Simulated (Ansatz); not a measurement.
# The cluster Cd₇Se₇: single points with varied inputs

How do the results and run time of the cluster Cd₇Se₇ respond when the settings are drawn wide?

The runs use Ansatz 0.2.0, Gaussian basis; the settings change from run to run.

2 further runs of the same task are left out: 1 that didn't finish, 1 set aside as unsound or not needed.

### Step 1. The geometry

The structure was relaxed beforehand with PBE-D4/def2-SVP. Cd takes a core potential in def2 sets; no spin-orbit term is included.

14 atoms, charge 0, spin multiplicity 1.

Atoms are counted from 1 here; the program's logs count them from 0.

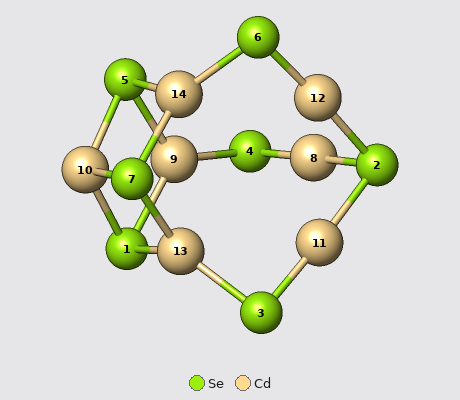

The geometry (selenium green, cadmium orange); atoms are numbered from 1 in the order of the file.

### Step 2. SPW92/def2-mTZVP

This run has multiplicity 3, atoms shaken by 0.08 Å, density fitting with def2-universal-jkfit.

File in.yaml:

```yaml
crystal:
  periodic: [false, false, false]
  atoms:
    - {symbol: Se, position_ang: [0.483882, -3.318719, 0.258133]}
    - {symbol: Se, position_ang: [-2.319363, 2.333153, -2.232887]}
    - {symbol: Se, position_ang: [1.445841, -0.763218, -3.712431]}
    - {symbol: Se, position_ang: [-3.851208, -1.601364, 0.701669]}
    - {symbol: Se, position_ang: [0.011851, -0.504982, 3.513708]}
    - {symbol: Se, position_ang: [0.817489, 3.716987, 1.507120]}
    - {symbol: Se, position_ang: [3.445538, -0.114144, 0.562193]}
    - {symbol: Cd, position_ang: [-3.102528, 0.472230, -0.855820]}
    - {symbol: Cd, position_ang: [-1.197799, -1.677169, 1.285478]}
    - {symbol: Cd, position_ang: [1.962610, -1.894655, 2.047258]}
    - {symbol: Cd, position_ang: [-0.358004, 0.790566, -2.968326]}
    - {symbol: Cd, position_ang: [-0.707860, 3.077648, -0.439445]}
    - {symbol: Cd, position_ang: [1.665216, -1.335208, -1.121797]}
    - {symbol: Cd, position_ang: [1.322083, 1.291562, 1.660134]}
basis:
  gaussian: {orbitals: def2-mTZVP, fitting: {mean_field: def2-universal-jkfit}}
magnetization: {spin_polarized: true, initial_magnetization: 2}
hamiltonian: {xc: {name: SPW92}}
```

Command:

```bash
> ansatz run in.yaml --threads 2 --pin off --events-out ev --progress --plain --max-ram 32768MiB --backend cuda --devices 0, --max-vram 18GiB
```

The log of the run:

```text
Functional definition: SPW92
  name "SPW92"
  cite "Dirac, Proc. Camb. Phil. Soc. 26, 376 (1930) doi:10.1017/S0305004100016108"
  cite "Slater, Phys. Rev. 81, 385 (1951) doi:10.1103/PhysRev.81.385"
  cite "Perdew & Wang, Phys. Rev. B 45, 13244 (1992) doi:10.1103/PhysRevB.45.13244"
  exchange = slater_x
  correlation = pw_c
3647 factors; integrals over basis functions are off by at most 5.2e-1 eV
mean field evaluation 1: about -488690.8675 eV, gradient 7.0e1 eV
mean field evaluation 2: about -488453.9125 eV, gradient 1.9e2 eV
mean field evaluation 4: about -488700.8743 eV, gradient 3.8e1 eV
mean field evaluation 8: about -488708.7651 eV, gradient 1.8e1 eV
mean field evaluation 16: about -488712.3600 eV, gradient 2.5e0 eV
mean field evaluation 32: about -488712.4377 eV, gradient 5.0e-6 eV
mean field evaluation 64: about -488712.3369 eV, gradient 1.5e0 eV
mean field evaluation 96: about -488711.5336 eV, gradient 2.7e0 eV
mean field evaluation 128: about -488712.3922 eV, gradient 3.5e-6 eV
mean field -488712.43773834 eV, -17959.8508256961 hartree, gradient 5.0e-6 eV, S^2 2.002371; 9 other end points of the search recorded, 0 dependent functions left out
reference -488712.43779382 eV, -17959.8508277349 hartree; 190, 188 occupied and 293, 295 virtual orbitals, 3647 factors
Total energy: -488712.43779382 eV, -17959.8508277349 hartree
```

It took 69 s on 1 × H100 (card shared with other runs) with 2 threads of AMD EPYC 7R13, shared host; peak host memory 1.5 GiB.

⟨S²⟩ 2.002.

### Step 3. r2SCAN50/def2-TZVP

Options: density fitting with def2-universal-jkfit, D3(BJ) with three-body dispersion, the search for lower states set to full.

File in.yaml:

```yaml
crystal:
  periodic: [false, false, false]
  atoms:
    - {symbol: Se, position_ang: [0.572919, -3.331222, 0.133761]}
    - {symbol: Se, position_ang: [-2.235808, 2.250279, -2.237220]}
    - {symbol: Se, position_ang: [1.461434, -0.752481, -3.728186]}
    - {symbol: Se, position_ang: [-3.730223, -1.465055, 0.741058]}
    - {symbol: Se, position_ang: [0.128778, -0.576323, 3.323118]}
    - {symbol: Se, position_ang: [0.757870, 3.728785, 1.471515]}
    - {symbol: Se, position_ang: [3.324818, -0.139001, 0.574760]}
    - {symbol: Cd, position_ang: [-3.069044, 0.346325, -0.716343]}
    - {symbol: Cd, position_ang: [-1.214186, -1.754479, 1.337665]}
    - {symbol: Cd, position_ang: [1.957616, -1.964848, 1.961612]}
    - {symbol: Cd, position_ang: [-0.337950, 0.720088, -3.067834]}
    - {symbol: Cd, position_ang: [-0.709234, 3.075752, -0.334992]}
    - {symbol: Cd, position_ang: [1.749690, -1.346922, -1.211534]}
    - {symbol: Cd, position_ang: [1.343320, 1.209082, 1.752620]}
basis:
  gaussian: {orbitals: def2-TZVP, fitting: {mean_field: def2-universal-jkfit}}
hamiltonian: {xc: {name: r2SCAN50}, dispersion: d3bjatm}
scf: {lower_state_search: full}
```

Same command.

The log of the run (excerpt; [...] marks lines left out):

```text
Functional definition: r2SCAN50
  name "r2SCAN50"
  cite "Bursch, Neugebauer, Ehlert & Grimme, J. Chem. Phys. 156, 134105 (2022) doi:10.1063/5.0086040"
  cite "Furness, Kaplan, Ning, Perdew & Sun, J. Phys. Chem. Lett. 11, 8208 (2020) doi:10.1021/acs.jpclett.0c02405"
  cite "Furness, Kaplan, Ning, Perdew & Sun, J. Phys. Chem. Lett. 11, 9248 (2020) doi:10.1021/acs.jpclett.0c03077"
  parent r2scan
[...]
3647 factors; integrals over basis functions are off by at most 5.2e-1 eV
[...]
mean field -489412.88726059 eV, -17985.5918708571 hartree, gradient 8.2e-5 eV, S^2 0.000000; 4 other end points of the search recorded, 0 dependent functions left out
reference -489412.88727142 eV, -17985.5918712550 hartree; 189, 189 occupied and 427, 427 virtual orbitals, 3647 factors
Total energy: -489413.68348003 eV, -17985.6211313817 hartree
```

Run time: 58 s. Hardware: 1 × H100 (card shared with other runs) with 2 threads of AMD EPYC 7R13, shared host; peak host memory 1.1 GiB.

### Step 4. revPBE0/def2-mTZVPP

Options: atoms shaken by 0.08 Å, density fitting with def2-universal-jkfit, relativity set to none.

File in.yaml:

```yaml
crystal:
  periodic: [false, false, false]
  atoms:
    - {symbol: Se, position_ang: [0.802136, -3.172284, 0.065793]}
    - {symbol: Se, position_ang: [-2.008788, 2.287785, -2.329583]}
    - {symbol: Se, position_ang: [1.593961, -0.632243, -3.901990]}
    - {symbol: Se, position_ang: [-3.745188, -1.492236, 0.773968]}
    - {symbol: Se, position_ang: [0.068123, -0.627441, 3.398602]}
    - {symbol: Se, position_ang: [0.794009, 3.626797, 1.569500]}
    - {symbol: Se, position_ang: [3.453614, -0.062094, 0.639269]}
    - {symbol: Cd, position_ang: [-3.047747, 0.216264, -0.729908]}
    - {symbol: Cd, position_ang: [-1.271904, -1.594168, 1.389965]}
    - {symbol: Cd, position_ang: [1.876973, -1.944886, 1.977313]}
    - {symbol: Cd, position_ang: [-0.422872, 0.867811, -3.230135]}
    - {symbol: Cd, position_ang: [-0.829608, 3.014663, -0.335729]}
    - {symbol: Cd, position_ang: [1.755708, -1.331520, -1.154719]}
    - {symbol: Cd, position_ang: [1.351170, 1.194809, 1.737529]}
basis:
  gaussian: {orbitals: def2-mTZVPP, fitting: {mean_field: def2-universal-jkfit}}
hamiltonian: {xc: {name: revPBE0}, pseudopotentials: {relativity: none}}
```

Launched as before.

The log of the run (excerpt; [...] marks lines left out):

```text
Functional definition: revPBE0
  name "revPBE0"
  cite "Zhang & Yang, Phys. Rev. Lett. 80, 890 (1998) doi:10.1103/PhysRevLett.80.890"
  cite "Adamo & Barone, J. Chem. Phys. 110, 6158 (1999) doi:10.1063/1.478522"
  cite "Perdew, Burke & Ernzerhof, Phys. Rev. Lett. 77, 3865 (1996) doi:10.1103/PhysRevLett.77.3865"
[...]
3647 factors; integrals over basis functions are off by at most 5.2e-1 eV
[...]
mean field -489391.39477511 eV, -17984.8020365836 hartree, gradient 6.1e-5 eV, S^2 0.000000; 0 other end points of the search recorded, 0 dependent functions left out
reference -489391.39483163 eV, -17984.8020386608 hartree; 189, 189 occupied and 294, 294 virtual orbitals, 3647 factors
Total energy: -489391.39483163 eV, -17984.8020386608 hartree
```

Wall time 27 s (1 × H100 (card shared with other runs) with 2 threads of AMD EPYC 7R13, shared host); peak host memory 1.1 GiB.

### Step 5. wB97M-V/def2-TZVP

Options: charge -1, multiplicity 2, density fitting with def2-universal-jkfit.

File in.yaml:

```yaml
crystal:
  periodic: [false, false, false]
  atoms:
    - {symbol: Se, position_ang: [0.572919, -3.331222, 0.133761]}
    - {symbol: Se, position_ang: [-2.235808, 2.250279, -2.237220]}
    - {symbol: Se, position_ang: [1.461434, -0.752481, -3.728186]}
    - {symbol: Se, position_ang: [-3.730223, -1.465055, 0.741058]}
    - {symbol: Se, position_ang: [0.128778, -0.576323, 3.323118]}
    - {symbol: Se, position_ang: [0.757870, 3.728785, 1.471515]}
    - {symbol: Se, position_ang: [3.324818, -0.139001, 0.574760]}
    - {symbol: Cd, position_ang: [-3.069044, 0.346325, -0.716343]}
    - {symbol: Cd, position_ang: [-1.214186, -1.754479, 1.337665]}
    - {symbol: Cd, position_ang: [1.957616, -1.964848, 1.961612]}
    - {symbol: Cd, position_ang: [-0.337950, 0.720088, -3.067834]}
    - {symbol: Cd, position_ang: [-0.709234, 3.075752, -0.334992]}
    - {symbol: Cd, position_ang: [1.749690, -1.346922, -1.211534]}
    - {symbol: Cd, position_ang: [1.343320, 1.209082, 1.752620]}
basis:
  gaussian: {orbitals: def2-TZVP, fitting: {mean_field: def2-universal-jkfit}}
total_charge: -1
magnetization: {spin_polarized: true, initial_magnetization: 1}
hamiltonian: {xc: {name: wB97M-V}}
scf: {omitted_lower_state_checks: [starts]}
output: {forces: true}
```

Launched as before.

The log of the run:

```text
Functional definition: wB97M-V
  name "wB97M-V"
  cite "Mardirossian & Head-Gordon, J. Chem. Phys. 144, 214110 (2016) doi:10.1063/1.4952647"
  cite "Becke, J. Chem. Phys. 107, 8554 (1997) doi:10.1063/1.475007"
  cite "Vydrov & Van Voorhis, J. Chem. Phys. 133, 244103 (2010) doi:10.1063/1.3521275"
  # Of w^i u^j: cxij and so on, Table III.
  parameter omega = 0.3/bohr
  parameter cx = 0.15
  parameter cx01 = 1.007
  parameter cx10 = 0.259
  parameter css00 = 0.443
  parameter css04 = -1.437
  parameter css10 = -4.535
  parameter css20 = -3.390
  parameter css43 = 4.278
  parameter cos00 = 1.000
  parameter cos10 = 1.358
  parameter cos20 = 2.924
  parameter cos21 = -8.812
  parameter cos60 = -1.390
  parameter cos61 = 9.142
  parameter b = 6.0
  parameter c = 0.01
  gx(w, u) = 1 - cx + cx01*u + cx10*w
  gss(w, u) = css00 + css04*u^4 + css10*w + css20*w^2 + css43*w^4*u^3
  gos(w, u) = cos00 + cos10*w + (cos20 + cos21*u)*w^2 + (cos60 + cos61*u)*w^6
  exchange = spin_sum(e_x_unif_sr(omega)*gx(b97_w, b97_u_x)) + cx*exact_x_sr(omega) + exact_x_lr(omega)
  correlation = spin_sum(e_c_pw_mod_same_spin*gss(b97_w, b97_u_same))
      + integral(e_c_pw_mod_opposite_spin*gos(b97_w_opposite, b97_u_opposite)) + vv10(b, c)
these checks for a lower state are left out or cut short: starts
3647 factors; integrals over basis functions are off by at most 5.2e-1 eV
3647 factors; integrals over basis functions are off by at most 4.3e-7 eV
mean field evaluation 1: about -489375.8318 eV, gradient 3.8e1 eV
mean field evaluation 2: about -489374.0810 eV, gradient 5.1e1 eV
mean field evaluation 4: about -489384.8939 eV, gradient 2.1e0 eV
mean field evaluation 8: about -489385.0168 eV, gradient 2.9e-1 eV
mean field evaluation 16: about -489385.0313 eV, gradient 2.3e-2 eV
mean field evaluation 32: about -489385.0314 eV, gradient 1.8e-5 eV
mean field -489385.03140878 eV, -17984.5681871843 hartree, gradient 1.8e-5 eV, S^2 0.755897; 0 other end points of the search recorded, 0 dependent functions left out
the calculation of the forces begins
reference -489385.03147693 eV, -17984.5681896888 hartree; 190, 189 occupied and 426, 427 virtual orbitals, 3647 factors
Total energy: -489385.03147693 eV, -17984.5681896888 hartree
Atom 0 at     0.572919    -3.331222     0.133761 Å, force     0.229323     0.243921     0.305752 eV/Å
Atom 1 at    -2.235808     2.250279    -2.237220 Å, force    -0.486724     0.490299    -0.485917 eV/Å
Atom 2 at     1.461434    -0.752481    -3.728186 Å, force     0.255662    -0.222220     0.009714 eV/Å
Atom 3 at    -3.730223    -1.465055     0.741058 Å, force     0.010201    -0.255187     0.220582 eV/Å
Atom 4 at     0.128778    -0.576323     3.323118 Å, force     0.307015    -0.231834    -0.241690 eV/Å
Atom 5 at     0.757870     3.728785     1.471515 Å, force     0.218911    -0.012997     0.252482 eV/Å
Atom 6 at     3.324818    -0.139001     0.574760 Å, force    -0.242848    -0.306357     0.230833 eV/Å
Atom 7 at    -3.069044     0.346325    -0.716343 Å, force     0.596029     0.015115     0.068433 eV/Å
Atom 8 at    -1.214186    -1.754479     1.337665 Å, force    -0.101934     0.259883    -0.236114 eV/Å
Atom 9 at     1.957616    -1.964848     1.961612 Å, force    -0.341207     0.342398    -0.342551 eV/Å
Atom 10 at    -0.337950     0.720088    -3.067834 Å, force    -0.015551    -0.069169     0.596748 eV/Å
Atom 11 at    -0.709234     3.075752    -0.334992 Å, force     0.066556    -0.594003    -0.016512 eV/Å
Atom 12 at     1.749690    -1.346922    -1.211534 Å, force    -0.259098     0.237875    -0.102278 eV/Å
Atom 13 at     1.343320     1.209082     1.752620 Å, force    -0.236335     0.102276    -0.259480 eV/Å
Dipole moment:    -0.226570     0.230997    -0.224978 e Å
Checks for a lower state left out: starts
```

It took 63 s on 1 × H100 (card shared with other runs) with 2 threads of AMD EPYC 7R13, shared host; peak host memory 5 GiB.

Largest force 0.845 eV/Å, ⟨S²⟩ 0.756.

### Step 6. The runs in one table

```
              level  charge  multiplicity  geometry  functions  energy (eV)  time
   SPW92/def2-mTZVP       0             3    shaken        483  -488712.438  69 s
 r2SCAN50/def2-TZVP       0             1   relaxed        616  -489413.683  58 s
revPBE0/def2-mTZVPP       0             1    shaken        483  -489391.395  27 s
  wB97M-V/def2-TZVP      -1             2   relaxed        616  -489385.031  63 s
```

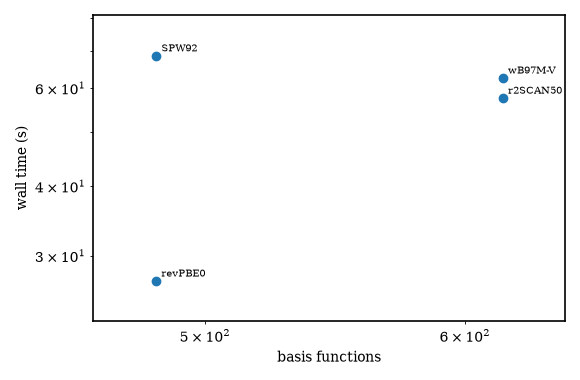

Wall time against the number of basis functions (shared host).

### Step 7. What came out

```
quantity                      value
    runs                          4
quickest  revPBE0/def2-mTZVPP, 27 s
 slowest     SPW92/def2-mTZVP, 69 s
```

In words: The runs differ in state or geometry as well as level, so their energies can't be set against each other. SPW92/def2-mTZVP took 3 times as long as revPBE0/def2-mTZVPP. The jobs differ in tasks and options as well as level.
